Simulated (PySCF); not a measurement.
**C8H16O4Si: density, localisation and related maps**

```yaml
atoms:
  - { symbol: Si, position_ang: [0.3574, 0.0006, 0.2479] }
  - { symbol: C, position_ang: [0.3237, -0.1660, 2.0985] }
  - { symbol: C, position_ang: [1.0514, -1.4001, 2.6265] }
  - { symbol: H, position_ang: [-0.7406, -0.1790, 2.3869] }
  - { symbol: H, position_ang: [0.7470, 0.7581, 2.5295] }
  - { symbol: H, position_ang: [0.9859, -1.4712, 3.7231] }
  - { symbol: H, position_ang: [0.6217, -2.3237, 2.2092] }
  - { symbol: H, position_ang: [2.1221, -1.3885, 2.3648] }
  - { symbol: C, position_ang: [2.0384, 0.1367, -0.5349] }
  - { symbol: C, position_ang: [2.8494, 1.3393, -0.0568] }
  - { symbol: H, position_ang: [1.8659, 0.1833, -1.6233] }
  - { symbol: H, position_ang: [2.5809, -0.8062, -0.3485] }
  - { symbol: H, position_ang: [3.8239, 1.3992, -0.5653] }
  - { symbol: H, position_ang: [2.3159, 2.2821, -0.2526] }
  - { symbol: H, position_ang: [3.0503, 1.2940, 1.0257] }
  - { symbol: O, position_ang: [-0.4593, 1.4158, -0.2354] }
  - { symbol: C, position_ang: [-1.7945, 1.5360, -0.2254] }
  - { symbol: C, position_ang: [-2.2548, 2.7627, -0.9499] }
  - { symbol: O, position_ang: [-2.5157, 0.7216, 0.2923] }
  - { symbol: H, position_ang: [-3.3315, 2.9049, -0.8073] }
  - { symbol: H, position_ang: [-2.0330, 2.6305, -2.0200] }
  - { symbol: H, position_ang: [-1.6943, 3.6430, -0.6061] }
  - { symbol: O, position_ang: [-0.4489, -1.3869, -0.3276] }
  - { symbol: C, position_ang: [-0.9707, -1.4843, -1.5582] }
  - { symbol: C, position_ang: [-1.7944, -2.7236, -1.7239] }
  - { symbol: O, position_ang: [-0.7994, -0.6450, -2.4055] }
  - { symbol: H, position_ang: [-2.0956, -2.8400, -2.7706] }
  - { symbol: H, position_ang: [-2.6863, -2.6322, -1.0855] }
  - { symbol: H, position_ang: [-1.2345, -3.6033, -1.3773] }
```

Geometry: PBE0-D3(BJ)/def2-SVP.

Computed with PBE0/pcSseg-1, SCF density, gas phase, non-relativistic in PySCF.

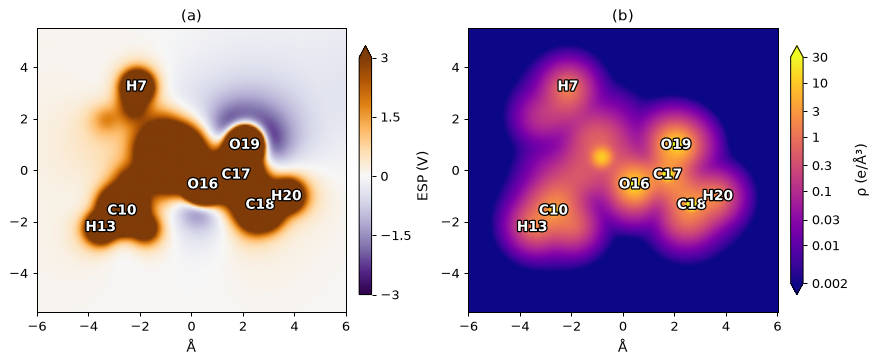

Figure 1. (a) electrostatic potential; (b) total electron density on the plane of atoms C18, C17 and O19.

Q: What does the map show?

A: Atoms in the plane: H, C and O. C–O (1.20 Å): the density is about 3.3 e/Å³ at the midpoint. C–C (1.50 Å): ρ at the midpoint is about 1.8 e/Å³. C–H (1.10 Å): ρ at the midpoint is about 1.9 e/Å³. C–O (1.34 Å): the density is about 2.4 e/Å³ at the midpoint. Outside the dense part of the molecule the potential is most negative (−2.2 V) near O19.

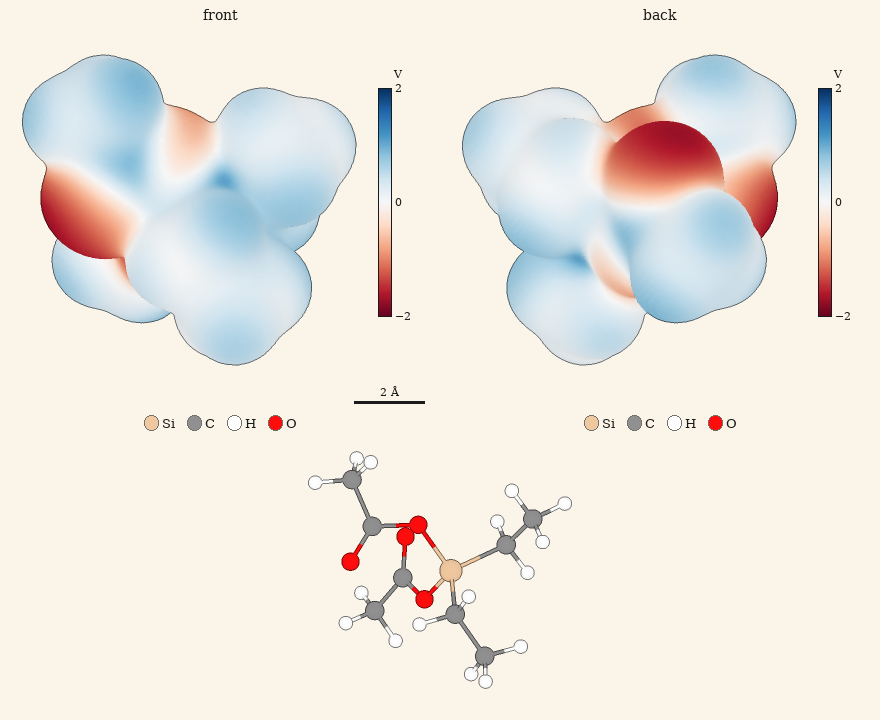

Figure 2. The electrostatic potential painted on the density surface at 0.002 e/bohr³, seen from the front and from behind; the colour scale runs from red (negative) to blue (positive). The bare structure is drawn below in the same view.

Q: Which sites attract a positive test charge, and which a negative one?

A: A positive charge is drawn to the negative regions and a negative charge to the positive ones. The most negative region (about −1.7 V, or −39 kcal/mol for a unit charge) lies over O19 and O26, the most positive (about +0.9 V, or +21 kcal/mol for a unit charge) over Si1, H22, C24 and H29.

Q: What dipole moment does the calculation give?

A: Its dipole moment is 1.77 D.
